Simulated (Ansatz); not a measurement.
# SiH (doublet): the correlation ladder, cc-pVTZ

Aim: climb from Hartree-Fock through coupled cluster and multireference methods for SiH (doublet) at one geometry and basis, and see what each rung misses.

The runs use Ansatz 0.2.0, Gaussian basis; cc-pVTZ, core rule «outside noble gas», up to 5 orbitals frozen.

To be run: UHF; CCSD(T) on ROHF; CCSD(T) on UHF; BCCD(T) on ROHF; CISD; CCSDT(Q) on ROHF; CCSDT(Q) on UHF; CASSCF and MRCISD+Q, 5 electrons in 5 orbitals; CASSCF and NEVPT2, 5 electrons in 5 orbitals; Full CI.

15 further runs of the same task are left out: 5 that didn't finish, 10 set aside as unsound or not needed.

## 1. What is computed

The geometry is a PBE0/def2-TZVP stationary point (not a proven minimum).

2 atoms, charge 0, spin multiplicity 2.

Atoms are counted from 1 here; the program's logs count them from 0.

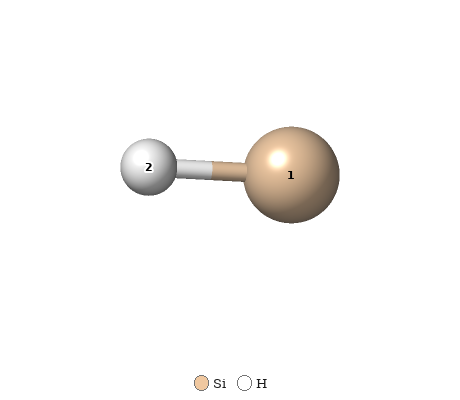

The structure; silicon light orange, hydrogen white; atoms are numbered from 1 in the order of the file.

## 2. UHF

File in.yaml:

```yaml
crystal:
  periodic: [false, false, false]
  atoms:
    - {symbol: Si, position_ang: [0.000000, 0.000000, 0.000000]}
    - {symbol: H, position_ang: [0.000000, 0.000000, 1.531705]}
basis:
  gaussian: {orbitals: cc-pVTZ}
magnetization: {spin_polarized: true, initial_magnetization: 1}
hamiltonian: {xc: hf}
output: {orbitals: {seedname: orbitals}}
```

Started as:

```bash
ansatz run in.yaml --threads 1 --pin off --events-out ev --progress --plain --max-ram 2393MiB
```

The runs that follow: CCSD(T) on ROHF; CCSD(T) on UHF; BCCD(T) on ROHF; CISD; CCSDT(Q) on ROHF; CCSDT(Q) on UHF; CASSCF and MRCISD+Q, 5 electrons in 5 orbitals; CASSCF and NEVPT2, 5 electrons in 5 orbitals; Full CI.

Q: Predict the results of all the runs planned. Wanted: FCI below the RHF energy; RMP2 from FCI; UMP2 from FCI; RCCSD from FCI; RCCSD(T) from FCI; UCCSD(T) from FCI; RCCSDT(Q) from FCI; UCCSDT(Q) from FCI; NEVPT2 valence from FCI.

**Answer**, as computed:

| quantity | value |
| --- | --- |
| FCI below the RHF energy | -3.0871 eV |
| RMP2 from FCI | +738.8 meV |
| UMP2 from FCI | +760.1 meV |
| RCCSD from FCI | +111.0 meV |
| RCCSD(T) from FCI | +23.9 meV |
| UCCSD(T) from FCI | +23.3 meV |
| RCCSDT(Q) from FCI | +0.4 meV |
| UCCSDT(Q) from FCI | -0.4 meV |
| NEVPT2 valence from FCI | +629.6 meV |
| MRCISD+Q valence from FCI | +3.4 meV |
| levels within 1 kcal/mol (43 meV) | RCCSD(T), UCCSD(T), BCCD(T), RCCSDT, UCCSDT, RCCSDT(Q), UCCSDT(Q), MRCISD+Q valence |
| T1 diagnostic | 0.023 |
| effectively unpaired electrons | 1.07 |

What this shows: RCCSD(T) lands +23.9 meV from the yardstick (0.8 % of the correlation energy). One determinant dominates. Of the multireference levels listed MRCISD+Q valence comes nearest in total energy (+3.4 meV), which doesn't show that its space is the better one. These misses are within one basis, not against nature; the frozen cores of restricted and unrestricted runs differ, which can shift their rows.
